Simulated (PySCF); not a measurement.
```xyz
17

C    -0.0329    2.0429   -0.2040
C     0.2731    0.7959   -0.3078
C     1.3181   -0.1531    0.1728
C     2.4848    0.0301    0.7607
C     0.5227   -1.3454   -0.2833
C    -0.5296   -0.3786   -0.8638
C    -1.9340   -0.3968   -0.2649
O    -2.6203    0.7879   -0.5549
H     0.3417    2.9682    0.1601
H     2.8587    1.0145    0.9841
H     3.1105   -0.8035    1.0360
H     0.1523   -1.9656    0.5323
H     1.0230   -1.9806   -1.0121
H    -0.5839   -0.3750   -1.9536
H    -2.5264   -1.2146   -0.6871
H    -1.8635   -0.5426    0.8260
H    -2.0014    1.5283   -0.3840
```

Geometry: GFN2-xTB.

Theory: UKS B3LYP, pcH-1 on C H O, non-relativistic, mean-field spin-orbit, GIAO in PySCF.

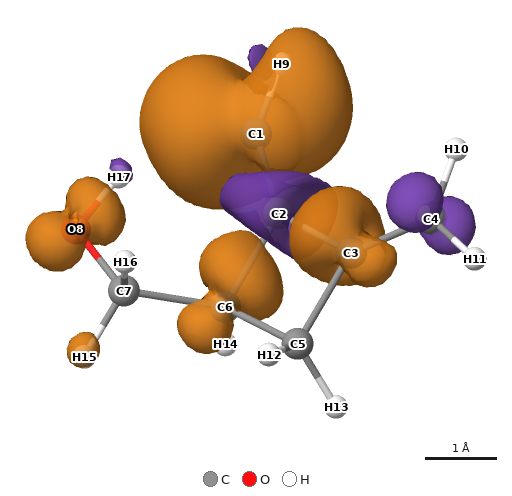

C7H9O (SMILES [H]/[C]=C1\C(=C)C[C@H]1CO) (doublet). Isosurfaces of the spin density at +0.015 (orange) and −0.015 e/Å³ (purple), seen at an oblique angle.

> Describe the spin distribution.

The unpaired spin (1 electron) lies mostly on C1 (about 0.7) and C3 (about 0.1), in electrons by Hirshfeld's partition.
